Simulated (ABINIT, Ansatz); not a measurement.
# Converging GW for CdF2 (Fm-3m) in ABINIT, part 2 of 2

Wanted: a converged G0W0 gap of CdF2 (Fm-3m), or an estimate of the limit.

ABINIT 10.8.3; PBE and many-body steps on it, plane waves. Known limits of the many-body steps: not at the basis limit; d shell near the gap, gap tends to lie low; no spin-orbit coupling.

So far. Step 3 (Screening, 6×6×6 mesh, 48 bands, screening to 95.2 eV): Local fields lower ε∞ by 3 %. Step 4 (48 bands, 95.2 eV): The gap on the mesh goes from 3.14 eV to 5.56 eV, a correction of +2.42 eV.

**6. 119 bands, 176.9 eV**

This step: G0W0 on PBE, plane waves, norm-conserving pseudopotentials.

File run.abi:

```
acell 3*1.0 Angstrom
rprim 
  0.000000000000 2.694000000000 2.694000000000
  2.694000000000 -0.000000000000 2.694000000000
  2.694000000000 2.694000000000 -0.000000000000
ntypat 2
znucl 48 9
natom 3
typat 1 2 2
xred 
  0.000000000000 0.000000000000 0.000000000000
  0.250000000000 0.250000000000 0.250000000000
  0.750000000000 0.750000000000 0.750000000000
pp_dirpath "pseudos"
pseudos "Cd.upf, F.upf"
ecut 47
ngkpt 6 6 6
nshiftk 1
shiftk 0 0 0
kptopt 1
chksymbreak 0
istwfk *1
occopt 1
irdwfk 1
optdriver 4
nband 119
gwcalctyp 0
ecutsigx 47
symsigma 1
nkptgw 2
kptgw 
  -0.3333333333 0.5000000000 0.1666666667
  0.0000000000 0.0000000000 0.0000000000
bdgw 
  16 19
  15 21
ecuteps 6.5
irdscr 1
ppmodel 1
indata_prefix "in"
outdata_prefix "out"
tmpdata_prefix "tmp"
```

Command:

```bash
OMP_NUM_THREADS=1 mpirun -n 8 abinit run.abi > log
```

Log:

```text
.Version 10.8.3 of ABINIT. v10.8.2 released Aug 2026.

 Symmetries : space group Fm -3 m (#225); Bravais cF (face-center cubic)
[... echo of the input left out ...]
== DATASET  1 ==================================================================
-   mpi_nproc: 8, omp_nthreads: 1 (-1 if OMP is not activated)

--- !DatasetInfo
iteration_state: {dtset: 1, }
dimensions: {natom: 3, nkpt: 16, mband: 119, nsppol: 1, nspinor: 1, nspden: 1, mpw: 4092, }
cutoff_energies: {ecut:  47.0, pawecutdg:  -1.0, }
electrons: {nelect:   3.40000000E+01, charge:   0.00000000E+00, occopt:   1.00000000E+00, tsmear:   1.00000000E-02, }

 SIGMA: Calculation of the GW corrections

 Based on a program developped by R.W. Godby, V. Olevano, G. Onida, and L. Reining.
 Incorporated in ABINIT by V. Olevano, G.-M. Rignanese, and M. Torrent.
.Using double precision arithmetic ; gwpc =  8

[... cell and pseudopotentials left out ...]
--------------------------------------------------------------------------------

 ==== K-mesh for the wavefunctions ====
 Number of points in the irreducible wedge :    16
[... list of points left out ...]
 Together with 48 symmetry operations and time-reversal symmetry
 yields   216 points in the full Brillouin Zone.

 ==== Q-mesh for screening function ====
 Number of points in the irreducible wedge :    16
[... list of points left out ...]
 Together with 48 symmetry operations and time-reversal symmetry
 yields   216 points in the full Brillouin Zone.

 vcoul_init : cutoff-mode = AUXILIARY_FUNCTION
 q-points for optical limit:   1
     1)      0.000010    0.000020    0.000030
 setmesh: FFT mesh size selected  =    45x   45x   45
          total number of points  =        91125

 Number of electrons calculated from density =   34.0000; Expected =   34.0000
[...]
number of omega for Sigma on real axis              0
 max omega for Sigma on real axis  [eV]           0.00
 zcut for avoiding poles [eV]                     0.10

 EPSILON^-1 parameters (SCR file):
 dimension of the eps^-1 matrix on file            181
 dimension of the eps^-1 matrix used               181
 number of plane-waves for wavefunctions          4015
 number of bands                                   119
 number of q-points in IBZ                          16
 number of frequencies                               2
 number of real frequencies                          1
 number of imag frequencies                          1

 matrix elements of self-energy operator (all in [eV])

 Perturbative Calculation

--- !SelfEnergy_ee
iteration_state: {dtset: 1, }
kpoint     : [  -0.333,    0.500,    0.167, ]
spin       : 1
KS_gap     :    8.104
QP_gap     :   11.365
Delta_QP_KS:    3.261
data: !SigmaeeData |
     Band     E0 <VxcDFT>   SigX SigC(E0)      Z dSigC/dE  Sig(E)    E-E0       E
       16   2.556 -23.170 -30.675   5.736   0.793  -0.261 -24.573  -1.403   1.154
       17   3.116 -24.363 -31.626   5.549   0.803  -0.245 -25.739  -1.376   1.739
       18  11.220 -16.654 -10.660  -3.790   0.855  -0.170 -14.770   1.884  13.104
[...]
--- !SelfEnergy_ee
iteration_state: {dtset: 1, }
kpoint     : [   0.000,    0.000,    0.000, ]
spin       : 1
KS_gap     :    3.619
QP_gap     :    6.079
Delta_QP_KS:    2.459
data: !SigmaeeData |
     Band     E0 <VxcDFT>   SigX SigC(E0)      Z dSigC/dE  Sig(E)    E-E0       E
[...]
20  15.876 -10.203  -4.681  -4.287   0.877  -0.140  -9.120   1.083  16.958
       21  15.876 -10.203  -4.681  -4.287   0.877  -0.140  -9.120   1.083  16.958

== END DATASET(S) ==============================================================
================================================================================

 -outvars: echo values of variables after computation  --------
           etotal      0.0000000000E+00
            nband         119
             nkpt          16
          spgroup         225
 [... the other variables as echoed above ...]

 Calculation completed.
```

Elapsed: 13 s, on 8 MPI ranks of Arm Neoverse V2, shared host; peak memory 2.5 GiB.

This step gave:

| Property | Result |
| --- | --- |
| G0W0 gap on the points computed | 5.343 eV |
| starting gap on the mesh | 3.143 eV |
| k of the valence top | -0.3333, 0.5, 0.1667 |
| k of the conduction bottom | 0, 0, 0 |
| Z at the valence top | 0.803 |
| Z at the conduction bottom | 0.875 |
| least direct G0W0 gap on the computed points | 6.079 eV |

Against G0W0 in ABINIT (6×6×6 mesh, 48 bands, screening to 95.2 eV, Godby-Needs plasmon pole), the gap moves by −0.221 eV.

**7. Screening, 6×6×6 mesh, 268 bands, screening to 272.1 eV**

This step: RPA screening on PBE, plane waves, norm-conserving pseudopotentials.

run.abi, as its differences from that of step 6:

```diff
@@ -24,17 +24,8 @@
 irdwfk 1
-optdriver 4
-nband 119
-gwcalctyp 0
-ecutsigx 47
-symsigma 1
-nkptgw 2
-kptgw 
-  -0.3333333333 0.5000000000 0.1666666667
-  0.0000000000 0.0000000000 0.0000000000
-bdgw 
-  16 19
-  15 21
-ecuteps 6.5
-irdscr 1
-ppmodel 1
+optdriver 3
+nband 268
+ecuteps 10
+inclvkb 2
+awtr 1
+symchi 1
 indata_prefix "in"
```

Log:

```text
.Version 10.8.3 of ABINIT. v10.8.2 released Aug 2026.

 Symmetries : space group Fm -3 m (#225); Bravais cF (face-center cubic)
[... echo of the input left out ...]
== DATASET  1 ==================================================================
-   mpi_nproc: 8, omp_nthreads: 1 (-1 if OMP is not activated)

--- !DatasetInfo
iteration_state: {dtset: 1, }
dimensions: {natom: 3, nkpt: 16, mband: 268, nsppol: 1, nspinor: 1, nspden: 1, mpw: 4092, }
cutoff_energies: {ecut:  47.0, pawecutdg:  -1.0, }
[...]
--------------------------------------------------------------------------------
[... chi0 elements left out ...]
 For q-point:  0.000010 0.000020 0.000030
  dielectric constant =   2.7285
  dielectric constant without local fields =   2.9074

  Average fulfillment of the sum rule on Im[epsilon] for q-point    1 :     83.99  [%]
[... wings left out ...]
  q-point number  2        q = ( 0.166667, 0.000000, 0.000000) [r.l.u.]
--------------------------------------------------------------------------------
[... chi0 elements left out ...]
  Average fulfillment of the sum rule on Im[epsilon] for q-point    2 :     92.84  [%]

 [... 14 further q-points ...]
```

Elapsed: 12 min, on 8 MPI ranks; peak memory 6.3 GiB; 1.5 h of CPU time.

This step gave:

```yaml
eps_infinity_with_local_fields_on_this_mesh_along_the_program_s_q_direction: 2.728
the_same_without_local_fields: 2.907
plasma_frequency: 34.62 eV
plane_waves_in_the_screening_matrix: 411
```

**8. 268 bands, 272.1 eV**

This step: G0W0 on PBE, plane waves, norm-conserving pseudopotentials.

run.abi, as its differences from that of step 7:

```diff
@@ -24,8 +24,17 @@
 irdwfk 1
-optdriver 3
+optdriver 4
 nband 268
+gwcalctyp 0
+ecutsigx 47
+symsigma 1
+nkptgw 2
+kptgw 
+  -0.3333333333 0.5000000000 0.1666666667
+  0.0000000000 0.0000000000 0.0000000000
+bdgw 
+  16 19
+  15 21
 ecuteps 10
-inclvkb 2
-awtr 1
-symchi 1
+irdscr 1
+ppmodel 1
 indata_prefix "in"
```

Log:

```text
.Version 10.8.3 of ABINIT. v10.8.2 released Aug 2026.

 Symmetries : space group Fm -3 m (#225); Bravais cF (face-center cubic)
[... echo of the input left out ...]
== DATASET  1 ==================================================================
-   mpi_nproc: 8, omp_nthreads: 1 (-1 if OMP is not activated)

--- !DatasetInfo
iteration_state: {dtset: 1, }
dimensions: {natom: 3, nkpt: 16, mband: 268, nsppol: 1, nspinor: 1, nspden: 1, mpw: 4092, }
cutoff_energies: {ecut:  47.0, pawecutdg:  -1.0, }
[...]
Band     E0 <VxcDFT>   SigX SigC(E0)      Z dSigC/dE  Sig(E)    E-E0       E
[...]
20  15.876 -10.203  -4.681  -4.414   0.876  -0.142  -9.233   0.970  16.846
       21  15.876 -10.203  -4.681  -4.414   0.876  -0.142  -9.233   0.970  16.846

== END DATASET(S) ==============================================================
================================================================================

 -outvars: echo values of variables after computation  --------
           etotal      0.0000000000E+00
            nband         268
             nkpt          16
          spgroup         225
 [... the other variables as echoed above ...]

 Calculation completed.
```

Elapsed: 96 s, on 8 MPI ranks; peak memory 6 GiB.

Numbers from this step:

```
G0W0 gap on the points computed              : 5.487 eV
starting gap on the mesh                     : 3.143 eV
k of the valence top                         : -0.3333, 0.5, 0.1667
k of the conduction bottom                   : 0, 0, 0
least direct G0W0 gap on the computed points : 6.224 eV
```

Against G0W0 in ABINIT (6×6×6 mesh, 119 bands, screening to 176.9 eV, Godby-Needs plasmon pole), the gap moves by +0.144 eV.

**9. Side by side**

Times are wall times on 8 MPI ranks of Arm Neoverse V2, shared host, good to a factor of about two. A run's time includes the screening step that it read.

```
                run   mesh  bands  screening cutoff (eV)  DFT gap (eV)  gap on the mesh (eV)  direct (eV)  ε∞ used     time
  48 bands, 95.2 eV  6×6×6     48                   95.2         3.143                 5.564        6.282     2.73     30 s
119 bands, 176.9 eV  6×6×6    119                  176.9         3.143                 5.343        6.079     2.74  2.2 min
268 bands, 272.1 eV  6×6×6    268                  272.1         3.143                 5.487        6.224     2.73   13 min
```

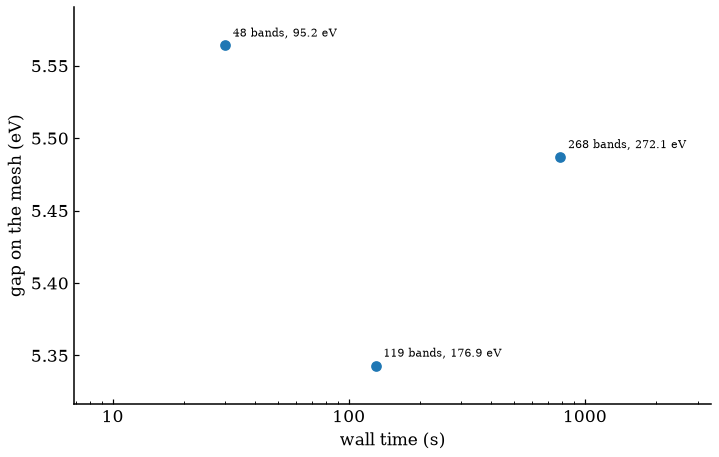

Result against wall time.

**10. Results**

* 48 bands, 95.2 eV: 5.564 eV
* 119 bands, 176.9 eV: 5.343 eV
* 268 bands, 272.1 eV: 5.487 eV
* known limits: not at the basis limit; d shell near the gap, gap tends to lie low; no spin-orbit coupling

**Reading.** From the first rung to the last the gap moves by −0.08 eV for 26 times the time. The gap turns back along the series, so no limit is drawn from it. In the first G0W0 run levels were corrected at 2 k points alone, so a gap called «on the mesh» is the least over those, and an edge elsewhere would be missed. A d shell, filled or nearly so, lies near the gap. One-shot GW converges very slowly in bands there, not always from below, and on a semilocal start the gap tends to come out low; starts rich in exact exchange can overshoot instead. The many-body steps are scalar-relativistic: spin-orbit coupling is not in them.

[Paths, hosts, dates, memory and timing lines, banners, echoed tables and standing remarks are left out of the program output.]

[Logs are printed without paths, hosts, clocks, repeated set-up lines and the standing remarks that a program may print on its own settings, such as how far it seeks lower states.]

[Runs of the session that timed out or met a known fault of the program may be left out.]

[No measured gap is set beside runs whose start may be inverted or whose files or cutoffs have a known fault.]

[Hosts, paths, dates, database ids (printed as entryN), source tags and the programs' standing remarks are cut or masked in the printed files.]

[G0W0 gaps are taken among the corrected bands and points alone; a level outside them can change the order at an edge.]

[Where Ansatz stands beside ABINIT at settings called matched, ABINIT's density can come from a denser mesh and the files from another edition; pairs whose starting gaps differed by over 0.03 eV were left out, so agreement reads better than it is.]
